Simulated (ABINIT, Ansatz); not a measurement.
# GaAs (F-43m): Raman and infrared activity

Which lines does GaAs (F-43m) show in Raman and infrared spectra?

Method: DFT LDA, scalar-relativistic, plane waves, HGH norm-conserving pseudopotentials, in ABINIT 10.8.3.

## (1) Starting point

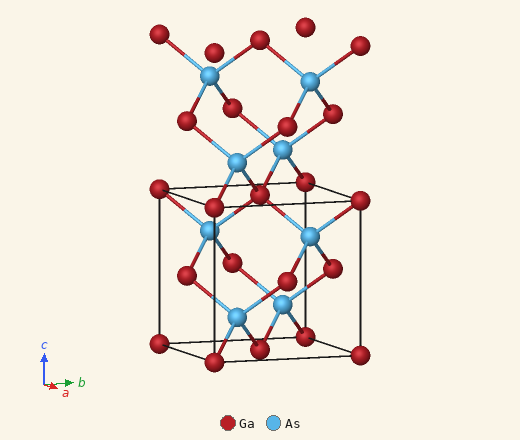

The cell as given, slightly off an axis (gallium red, arsenic blue). 1×1×2 cells are drawn. This picture shows the conventional cell, with its axes. Bonds to atoms that aren't drawn are left out. Some periodic images of atoms are drawn too.

## (2) Relaxing the cell and atoms

Frequencies change by per cents with a per cent of volume, so the structure is first brought to rest at this level of theory.

The starting cell comes from a relaxation made beforehand in Ansatz (LDA, PseudoDojo NC).

relax.abi reads:

```
# relaxation
ionmov 2
optcell 2
dilatmx 1.08
ntime 40
tolmxf 1.0d-05
tolvrs 1.0d-14
prtwf 0
prtden 0
chksymtnons 0

# basis, mesh and filling
ecut 20.0
ecutsm 0.5
ixc 7
ngkpt 10 10 10
nshiftk 1
shiftk 0.0 0.0 0.0
istwfk *1
occopt 1
nband 4
nstep 100
diemac 9.0
prtebands 0
prtgsr 0

# cell and atoms
acell 7.484966346 7.484966346 7.484966346
rprim 
    0.0 0.7071067812 0.7071067812
    0.7071067812 0.0 0.7071067812
    0.7071067812 0.7071067812 0.0
ntypat 2
znucl 31 33
natom 2
typat 1 2
xred 
    0.0 0.0 0.0
    0.25 0.25 0.25
pp_dirpath "./pseudo"
pseudos "Ga.hgh, As.hgh"
```

Launch:

```
$ OMP_NUM_THREADS=1 mpirun -n 8 abinit relax.abi > relax.log
```

Numbers of over 12 decimals in the logs are rounded to 6 here.

relax.abo, the main output file:

```text
[banners, grids, parts of the stress and lines that vanish by symmetry left out]
- input  file    -> relax.abi
- output file    -> relax.abo
- root for input  files -> relaxi
[...]
Symmetries : space group F-4 3 m (#216); Bravais cF (face-center cubic)
[...]
mpw =        1639          nfft =       46656          nkpt =          47
[...]
== DATASET  1 ==================================================================
[...]
cutoff_energies: {ecut:  20.0, pawecutdg:  -1.0, }
[...]
Exchange-correlation functional for the present dataset will be:
  LDA: Perdew-Wang 92 LSD fit to Ceperley-Alder data - ixc=7
[...]
ETOT  1  -8.661757    -8.662E+00 6.862E-03 1.782E+01
 ETOT  2  -8.664788    -3.031E-03 7.587E-06 5.327E-01
 ETOT  3  -8.664833    -4.582E-05 9.004E-07 4.300E-02
 ETOT  4  -8.664838    -5.030E-06 2.157E-07 1.653E-03
 ETOT  5  -8.664839    -1.742E-07 6.805E-08 7.483E-06
[...]
At SCF step   12       vres2   =  7.01E-15 < tolvrs=  1.00E-14 =>converged.
[...]
sigma(1 1)=  9.40211495E-05  sigma(3 2)=  0.00000000E+00
  sigma(2 2)=  9.40211495E-05  sigma(3 1)=  0.00000000E+00
  sigma(3 3)=  9.40211495E-05  sigma(2 1)=  0.00000000E+00
[...]
convergence: {deltae: -2.842E-14, res2:  7.009E-15, residm:  3.923E-12, diffor: null, }
etotal    :  -8.66483865E+00
[...]
ETOT  1  -8.665036    -8.665E+00 1.514E-04 1.001E-01
[...]
At SCF step    9       vres2   =  3.25E-17 < tolvrs=  1.00E-14 =>converged.
[...]
sigma(1 1)=  7.54530521E-05  sigma(3 2)=  0.00000000E+00
  sigma(2 2)=  7.54530521E-05  sigma(3 1)=  0.00000000E+00
  sigma(3 3)=  7.54530521E-05  sigma(2 1)=  0.00000000E+00
[...]
convergence: {deltae:  2.665E-14, res2:  3.249E-17, residm:  1.223E-17, diffor: null, }
etotal    :  -8.66505094E+00
[...]
ETOT  1  -8.665193    -8.665E+00 3.092E-04 1.462E+00
[...]
At SCF step    9       vres2   =  2.79E-16 < tolvrs=  1.00E-14 =>converged.
[...]
sigma(1 1)= -5.10953498E-06  sigma(3 2)=  0.00000000E+00
  sigma(2 2)= -5.10953498E-06  sigma(3 1)=  0.00000000E+00
  sigma(3 3)= -5.10953498E-06  sigma(2 1)=  0.00000000E+00
[...]
convergence: {deltae: -1.119E-13, res2:  2.785E-16, residm:  1.006E-18, diffor: null, }
etotal    :  -8.66539980E+00
[...]
ETOT  1  -8.665400    -8.665E+00 5.393E-11 5.589E-03
[...]
At SCF step    8       vres2   =  4.11E-16 < tolvrs=  1.00E-14 =>converged.
[...]
sigma(1 1)=  2.13864525E-07  sigma(3 2)=  0.00000000E+00
  sigma(2 2)=  2.13864525E-07  sigma(3 1)=  0.00000000E+00
  sigma(3 3)=  2.13864525E-07  sigma(2 1)=  0.00000000E+00
[...]
convergence: {deltae:  4.441E-14, res2:  4.106E-16, residm:  3.069E-19, diffor: null, }
etotal    :  -8.66540122E+00
[...]
ETOT  1  -8.665401    -8.665E+00 5.709E-09 9.051E-06
[...]
ETOT  6  -8.665401    -1.066E-14 7.459E-19 3.758E-14
 ETOT  7  -8.665401     1.847E-13 2.658E-20 1.938E-16
 At SCF step    7       vres2   =  1.94E-16 < tolvrs=  1.00E-14 =>converged.
[...]
sigma(1 1)=  1.64092603E-09  sigma(3 2)=  0.00000000E+00
  sigma(2 2)=  1.64092603E-09  sigma(3 1)=  0.00000000E+00
  sigma(3 3)=  1.64092603E-09  sigma(2 1)=  0.00000000E+00
[...]
convergence: {deltae:  1.847E-13, res2:  1.938E-16, residm:  2.658E-20, diffor: null, }
etotal    :  -8.66540123E+00
[...]
At Broyd/MD step   5, gradients are converged :
[...]
sigma(1 1)=  1.64092603E-09  sigma(3 2)=  0.00000000E+00
  sigma(2 2)=  1.64092603E-09  sigma(3 1)=  0.00000000E+00
  sigma(3 3)=  1.64092603E-09  sigma(2 1)=  0.00000000E+00
[...]
- sigma(1 1)=  4.82777104E-05  sigma(3 2)=  0.00000000E+00
- sigma(2 2)=  4.82777105E-05  sigma(3 1)=  0.00000000E+00
- sigma(3 3)=  4.82777105E-05  sigma(2 1)=  0.00000000E+00
[...]
fcart     -0.0000000000E+00 -0.0000000000E+00 -0.0000000000E+00
           strten      1.6409260251E-09  1.6409260257E-09  1.6409260255E-09
================================================================================

[key lines of the parts left out:]
pressure_GPa:  -4.8278E-05
Total energy (etotal) [Ha]= -8.66540122654019E+00
```

It took 12 s on 8 MPI ranks of Arm Neoverse N1, shared host.

Step by step:

| step | energy less that of the first step (eV) | largest force (eV/Å) | volume (Å³) |
| --- | --- | --- | --- |
| 1 | 0.0000 | 0.0000 | 43.94 |
| 2 | -0.0058 | 0.0000 | 43.57 |
| 3 | -0.0153 | 0.0000 | 42.14 |
| 4 | -0.0153 | 0.0000 | 42.23 |
| 5 | -0.0153 | 0.0000 | 42.23 |

| conventional cell, symmetrised | before | after | change |
| --- | --- | --- | --- |
| a (Å) | 5.602 | 5.528 | -1.3 % |
| b (Å) | 5.602 | 5.528 | -1.3 % |
| c (Å) | 5.602 | 5.528 | -1.3 % |
| volume (Å³/atom) | 21.97 | 21.11 | -3.9 % |

Final coordinates:

```
Ga As
1.0
     0.00000    2.76390    2.76390
     2.76390    0.00000    2.76390
     2.76390    2.76390    0.00000
Ga As
1 1
Direct
  0.00000 0.00000 0.00000
  0.25000 0.25000 0.25000
```

This step gave:

* volume per atom: 21.11 Å³
* pressure: -4.83e-5 GPa

The volume changes by -3.9 % from the cell with which this run began.

## (3) Self-consistent run for the response

First-order wavefunctions inherit every error of the ground state, hence the very tight tolvrs. ecutsm is kept as in the relaxation, so that the cell stays at rest.

gs.abi reads:

```
# ground state
tolvrs 1.0d-16
prtden 1
prtwf 1

# basis, mesh and filling
ecut 20.0
ecutsm 0.5
ixc 7
ngkpt 12 12 12
nshiftk 1
shiftk 0.0 0.0 0.0
istwfk *1
occopt 1
nband 4
nstep 100
diemac 9.0
prtebands 0
prtgsr 0

# cell and atoms
acell 7.386459036 7.386459036 7.386459036
rprim 
    0.0 0.7071067812 0.7071067812
    0.7071067812 0.0 0.7071067812
    0.7071067812 0.7071067812 0.0
ntypat 2
znucl 31 33
natom 2
typat 1 2
xred 
    0.0 0.0 0.0
    0.25 0.25 0.25
pp_dirpath "./pseudo"
pseudos "Ga.hgh, As.hgh"
```

Launch:

```
$ OMP_NUM_THREADS=1 mpirun -n 8 abinit gs.abi > gs.log
```

gs.abo, the main output file:

```text
[banners, grids, parts of the stress and lines that vanish by symmetry left out]
- input  file    -> gs.abi
- output file    -> gs.abo
- root for input  files -> gsi
[...]
Symmetries : space group F-4 3 m (#216); Bravais cF (face-center cubic)
[...]
mpw =        1243          nfft =       27000          nkpt =          72
[...]
== DATASET  1 ==================================================================
[...]
cutoff_energies: {ecut:  20.0, pawecutdg:  -1.0, }
[...]
Exchange-correlation functional for the present dataset will be:
  LDA: Perdew-Wang 92 LSD fit to Ceperley-Alder data - ixc=7
[...]
ETOT  1  -8.661453    -8.661E+00 9.888E-03 1.109E+01
 ETOT  2  -8.665373    -3.919E-03 4.150E-05 3.306E-01
 ETOT  3  -8.665425    -5.226E-05 4.341E-06 2.605E-02
 ETOT  4  -8.665430    -5.401E-06 7.850E-07 8.524E-04
 ETOT  5  -8.665430    -1.391E-07 9.350E-08 2.944E-06
[...]
ETOT 11  -8.665430     2.078E-13 6.130E-13 3.222E-16
 ETOT 12  -8.665430    -1.776E-15 1.143E-13 2.681E-17
 At SCF step   12       vres2   =  2.68E-17 < tolvrs=  1.00E-16 =>converged.
[...]
sigma(1 1)= -2.57689989E-07  sigma(3 2)=  0.00000000E+00
  sigma(2 2)= -2.57689989E-07  sigma(3 1)=  0.00000000E+00
  sigma(3 3)= -2.57689989E-07  sigma(2 1)=  0.00000000E+00
[...]
convergence: {deltae: -1.776E-15, res2:  2.681E-17, residm:  1.143E-13, diffor: null, }
etotal    :  -8.66543043E+00
[...]
sigma(1 1)= -2.57689989E-07  sigma(3 2)=  0.00000000E+00
  sigma(2 2)= -2.57689989E-07  sigma(3 1)=  0.00000000E+00
  sigma(3 3)= -2.57689989E-07  sigma(2 1)=  0.00000000E+00
[...]
- sigma(1 1)= -7.58150122E-03  sigma(3 2)=  0.00000000E+00
- sigma(2 2)= -7.58150122E-03  sigma(3 1)=  0.00000000E+00
- sigma(3 3)= -7.58150122E-03  sigma(2 1)=  0.00000000E+00
[...]
fcart     -0.0000000000E+00 -0.0000000000E+00 -0.0000000000E+00
           strten     -2.5768998882E-07 -2.5768998883E-07 -2.5768998883E-07
================================================================================

[key lines of the parts left out:]
pressure_GPa:   7.5815E-03
```

It took 3.7 s on 8 MPI ranks; 29 s of CPU time.

Numbers from this step:

| Property | Result |
| --- | --- |
| pressure | 0.007582 GPa |

The cell stands at 0.0076 GPa, close enough for phonons.

## (4) The gap at rest

Empty bands on the ground state's density check that the gap assumed so far is there in this cell.

gap.abi reads:

```
# empty bands on the ground state's density
iscf -2
getden_filepath "gso_DEN"
tolwfr 1.0d-12
nbdbuf 2
prtwf 0

# basis, mesh and filling
ecut 20.0
ecutsm 0.5
ixc 7
ngkpt 12 12 12
nshiftk 1
shiftk 0.0 0.0 0.0
istwfk *1
occopt 1
nband 8
nstep 100
diemac 9.0
prtebands 0
prtgsr 0

# cell and atoms
acell 7.386459036 7.386459036 7.386459036
rprim 
    0.0 0.7071067812 0.7071067812
    0.7071067812 0.0 0.7071067812
    0.7071067812 0.7071067812 0.0
ntypat 2
znucl 31 33
natom 2
typat 1 2
xred 
    0.0 0.0 0.0
    0.25 0.25 0.25
pp_dirpath "./pseudo"
pseudos "Ga.hgh, As.hgh"
```

Launch:

```
$ OMP_NUM_THREADS=1 mpirun -n 8 abinit gap.abi > gap.log
```

gap.abo, the main output file:

```text
[banners, grids, parts of the stress and lines that vanish by symmetry left out]
- input  file    -> gap.abi
- output file    -> gap.abo
- root for input  files -> gapi
[...]
Symmetries : space group F-4 3 m (#216); Bravais cF (face-center cubic)
[...]
mpw =        1243          nfft =       27000          nkpt =          72
[...]
== DATASET  1 ==================================================================
[...]
cutoff_energies: {ecut:  20.0, pawecutdg:  -1.0, }
[...]
Exchange-correlation functional for the present dataset will be:
  LDA: Perdew-Wang 92 LSD fit to Ceperley-Alder data - ixc=7
[...]
-outvars: echo values of variables after computation
            acell      7.3864590360E+00  7.3864590360E+00  7.3864590360E+00 Bohr
================================================================================
```

The job ended after 2.7 s (8 MPI ranks; 21 s of CPU time).

Numbers from this step:

* gap on the k-mesh: 1.027 eV

In this cell the gap on the mesh is 1.0 eV, direct, so fixed occupations hold.

## (5) Linear response at Γ

The derivative of the wavefunctions by k comes first, since the response to a field is built on it; then the field and the displacements that symmetry doesn't supply are solved at q = 0. By the 2n+1 theorem the first-order wavefunctions also give third derivatives: Raman tensors and the non-linear susceptibility.

It reads the wavefunctions written in step 3.

dfpt_gamma.abi reads:

```
ndtset 3

# common to the responses
getwfk_filepath "gso_WFK"
kptopt 2
nqpt 1
qpt 0.0 0.0 0.0
asr 0
chneut 0

# d/dk
rfelfd1 2
rfdir1 1 1 1
iscf1 -3
tolwfr1 1.0d-20

# displacements, field
rfphon2 1
rfatpol2 1 2
rfdir2 1 1 1
rfelfd2 3
getddk2 1
tolvrs2 1.0d-10
prepanl2 1
prtden2 1

# third order
optdriver3 5
getden_filepath3 "gso_DEN"
get1den3 2
get1wf3 2
getddk3 1
d3e_pert1_elfd3 1
d3e_pert1_phon3 1
d3e_pert1_atpol3 1 2
d3e_pert1_dir3 1 1 1
d3e_pert2_elfd3 1
d3e_pert2_dir3 1 1 1
d3e_pert3_elfd3 1
d3e_pert3_dir3 1 1 1
usepead3 1
tolvrs3 1.0d-10

# basis, mesh and filling
ecut 20.0
ecutsm 0.5
ixc 7
ngkpt 12 12 12
nshiftk 1
shiftk 0.0 0.0 0.0
istwfk *1
occopt 1
nband 4
nstep 100
diemac 9.0
prtebands 0
prtgsr 0

# cell and atoms
acell 7.386459036 7.386459036 7.386459036
rprim 
    0.0 0.7071067812 0.7071067812
    0.7071067812 0.0 0.7071067812
    0.7071067812 0.7071067812 0.0
ntypat 2
znucl 31 33
natom 2
typat 1 2
xred 
    0.0 0.0 0.0
    0.25 0.25 0.25
pp_dirpath "./pseudo"
pseudos "Ga.hgh, As.hgh"
```

Launch:

```
$ OMP_NUM_THREADS=1 mpirun -n 8 abinit dfpt_gamma.abi > dfpt_gamma.log
```

dfpt_gamma.abo, the main output file:

```text
[banners, grids, parts of the stress and lines that vanish by symmetry left out]
- input  file    -> dfpt_gamma.abi
- output file    -> dfpt_gamma.abo
- root for input  files -> dfpt_gammai
[...]
DATASET    1 : space group F-4 3 m (#216); Bravais cF (face-center cubic)
[...]
nfft =       27000          nkpt =         868
[...]
DATASET    2 : space group F-4 3 m (#216); Bravais cF (face-center cubic)
[...]
nfft =       27000          nkpt =         868
[...]
DATASET    3 : space group F-4 3 m (#216); Bravais cF (face-center cubic)
[...]
mpw =        1243          nfft =       27000          nkpt =         868
[...]
== DATASET  1 ==================================================================
[...]
cutoff_energies: {ecut:  20.0, pawecutdg:  -1.0, }
[...]
Exchange-correlation functional for the present dataset will be:
  LDA: Perdew-Wang 92 LSD fit to Ceperley-Alder data - ixc=7
[...]
- 33.00000   5.00000     10605                znucl, zion, pspdat
[...]
Perturbation : derivative vs k along direction   1
[...]
-ETOT  1  -9.348564     -9.349E+00 7.682E+00 0.000E+00
 ETOT  2  -9.376289     -2.773E-02 1.447E-01 0.000E+00
 ETOT  3  -9.376969     -6.793E-04 1.320E-02 0.000E+00
 ETOT  4  -9.377029     -6.057E-05 1.685E-03 0.000E+00
 ETOT  5  -9.377037     -7.719E-06 1.872E-04 0.000E+00
[...]
At SCF step   25   max residual=  9.95E-21 < tolwfr=  1.00E-20 =>converged.
[...]
Perturbation : derivative vs k along direction   2
[...]
-ETOT  1  -9.349549     -9.350E+00 7.682E+00 0.000E+00
[...]
At SCF step   24   max residual=  9.95E-21 < tolwfr=  1.00E-20 =>converged.
[...]
Perturbation : derivative vs k along direction   3
[...]
-ETOT  1  -9.348547     -9.349E+00 7.682E+00 0.000E+00
[...]
At SCF step   25   max residual=  9.95E-21 < tolwfr=  1.00E-20 =>converged.
[...]
1        1       4.0507832613   -0.0000000000
     1        2       2.0253916304   -0.0000000000
     1        3       2.0253916309   -0.0000000000
     2        1       2.0253916304   -0.0000000000
     2        2       4.0507832613   -0.0000000000
     2        3       2.0253916309   -0.0000000000
     3        1       2.0253916309   -0.0000000000
     3        2       2.0253916309   -0.0000000000
     3        3       4.0507832618   -0.0000000000
[...]
== DATASET  2 ==================================================================
[...]
cutoff_energies: {ecut:  20.0, pawecutdg:  -1.0, }
[...]
Exchange-correlation functional for the present dataset will be:
  LDA: Perdew-Wang 92 LSD fit to Ceperley-Alder data - ixc=7
[...]
Perturbation : displacement of atom   1   along direction   1
[...]
-ETOT  1   7.202342     -3.715E+01 1.235E-01 4.084E+03
[...]
At SCF step    9       vres2   =  2.27E-12 < tolvrs=  1.00E-10 =>converged.
[...]
Perturbation : displacement of atom   2   along direction   1
[...]
-ETOT  1   27.505211525902     -1.463E+02 7.843E-01 4.057E+04
[...]
At SCF step   11       vres2   =  2.94E-11 < tolvrs=  1.00E-10 =>converged.
[...]
Perturbation : homogeneous electric field along direction   1
[...]
-ETOT  1  -279.75534513462     -2.798E+02 3.305E+02 1.424E+04
[...]
At SCF step   10       vres2   =  5.96E-11 < tolvrs=  1.00E-10 =>converged.
[...]
Perturbation : homogeneous electric field along direction   2
[...]
-ETOT  1  -279.88004837514     -2.799E+02 3.871E+02 1.423E+04
[...]
At SCF step   11       vres2   =  2.02E-11 < tolvrs=  1.00E-10 =>converged.
[...]
Perturbation : homogeneous electric field along direction   3
[...]
-ETOT  1  -279.75458046818     -2.798E+02 3.286E+02 1.424E+04
[...]
ETOT  9  -290.19088166519     -1.224E-08 3.315E-07 4.502E-09
 ETOT 10  -290.19088166637     -1.180E-09 3.332E-08 6.834E-11
 At SCF step   10       vres2   =  6.83E-11 < tolvrs=  1.00E-10 =>converged.
[...]
Dielectric tensor, in cartesian coordinates,
[...]
1    4   1    4        12.7902045989        -0.0000000000
   1    4   2    4        -0.0000000000        -0.0000000000
   1    4   3    4        -0.0000000000        -0.0000000000
   2    4   1    4        -0.0000000000        -0.0000000000
   2    4   2    4        12.7902045989        -0.0000000000
   2    4   3    4         0.0000000000        -0.0000000000
   3    4   1    4        -0.0000000000        -0.0000000000
   3    4   2    4         0.0000000000        -0.0000000000
   3    4   3    4        12.7902045989        -0.0000000000
  Effective charges, in cartesian coordinates,
[...]
1    1   1    4         1.9993550010         0.0000000000
   2    1   1    4         0.0000000000         0.0000000000
   3    1   1    4        -0.0000000000         0.0000000000
   1    2   1    4        -2.0278692306         0.0000000000
   2    2   1    4        -0.0000000000         0.0000000000
[...]
Effective charges, in cartesian coordinates,
[...]
2    4   1    2         0.0000000000         0.0000000000
   3    4   1    2         0.0000000000         0.0000000000
   1    4   2    2         0.0000000000         0.0000000000
   2    4   2    2        -2.0278688518         0.0000000000
   3    4   2    2        -0.0000000000         0.0000000000
   1    4   3    2        -0.0000000000         0.0000000000
   2    4   3    2        -0.0000000000         0.0000000000
   3    4   3    2        -2.0278688518         0.0000000000
  Phonon wavevector (reduced coordinates) :  0.00000  0.00000  0.00000
 Phonon energies in Hartree :
[...]
Phonon frequencies in cm-1    :
- -1.231306E+00 -1.231306E+00 -1.231306E+00  2.717298E+02  2.717298E+02
-  2.717298E+02
  Phonon at Gamma, with non-analyticity in the
[...]
Phonon energies in Hartree :
[...]
Phonon frequencies in cm-1    :
- -1.231306E+00 -1.231306E+00 -1.031482E+00  2.717298E+02  2.717298E+02
-  2.899320E+02
  Phonon at Gamma, with non-analyticity in the
[...]
Phonon energies in Hartree :
[...]
Phonon frequencies in cm-1    :
- -1.231306E+00 -1.231306E+00 -1.031483E+00  2.717298E+02  2.717298E+02
-  2.899320E+02
  Phonon at Gamma, with non-analyticity in the
[...]
Phonon energies in Hartree :
[...]
Phonon frequencies in cm-1    :
- -1.231306E+00 -1.231306E+00 -1.031483E+00  2.717298E+02  2.717298E+02
-  2.899320E+02
[...]
== DATASET  3 ==================================================================
[...]
cutoff_energies: {ecut:  20.0, pawecutdg:  -1.0, }
[...]
Exchange-correlation functional for the present dataset will be:
  LDA: Perdew-Wang 92 LSD fit to Ceperley-Alder data - ixc=7
[...]
j1 : displacement of atom   1 along direction   1
[...]
j1 : displacement of atom   2 along direction   1
[...]
j2 : displacement of atom   1 along direction   1
[...]
j2 : displacement of atom   2 along direction   1
[...]
j2 : displacement of atom   1 along direction   1
[...]
j2 : displacement of atom   2 along direction   1
[...]
1          1       -0.000000194        0.000000000        0.000000000
[...]
1          2        0.000000194       -0.000000194       -0.367344761
[...]
1          3       -0.000000194       -0.367344761       -0.000000194
[...]
2          1        0.000000147        0.000000000       -0.000000000
[...]
2          2       -0.000000147        0.000000147        0.362947085
[...]
2          3        0.000000147        0.362947085        0.000000147
[...]
strten2     0.0000000000E+00  0.0000000000E+00  0.0000000000E+00
           strten3     0.0000000000E+00  0.0000000000E+00  0.0000000000E+00
================================================================================
```

The job ended after 5.3 min (8 MPI ranks; 42 min of CPU time).

Read from the output:

```yaml
miss_of_the_charge_sum_rule: 0.02851 e
largest_acoustic_frequency_at_the_zone_centre_before_the_sum_rule: -1.23 cm⁻¹
highest_optical_zone_centre_mode_no_lo_to_term: 271.7 cm⁻¹
lowest_optical_zone_centre_mode: 271.7 cm⁻¹
mean_high_frequency_dielectric_constant: 12.79
largest_born_charge_in_size_third_of_the_trace: 2.028 e
```

Born charge (rows field, columns displacement), before the sum rule (e), principal values of the symmetric part by kind of site:

| atom | atoms with these values | low | middle | high | mean |
| --- | --- | --- | --- | --- | --- |
| Ga1 | 1 | 2.00 | 2.00 | 2.00 | 2.00 |
| As2 | 1 | -2.03 | -2.03 | -2.03 | -2.03 |

In full for Ga1:

```
2.00 0.00 0.00
0.00 2.00 0.00
0.00 0.00 2.00
```

High-frequency dielectric tensor:

```
12.79  0.00  0.00
 0.00 12.79  0.00
 0.00  0.00 12.79
```

The acoustic modes at Γ come out as far as 1.2 cm⁻¹ from zero, where they should vanish, a small numerical error; the Born charges miss their sum rule by 0.029 e, which is fair.

[end of part 1 of 3]

[Host names and launcher messages were left out of these logs when they were recorded.]

[Logs are printed without paths, hosts, clocks, repeated set-up lines and the standing remarks that a program may print on its own settings, such as how far it seeks lower states.]

[Hosts, paths, dates, database ids (printed as entryN), source tags and the programs' standing remarks are cut or masked in the printed files.]
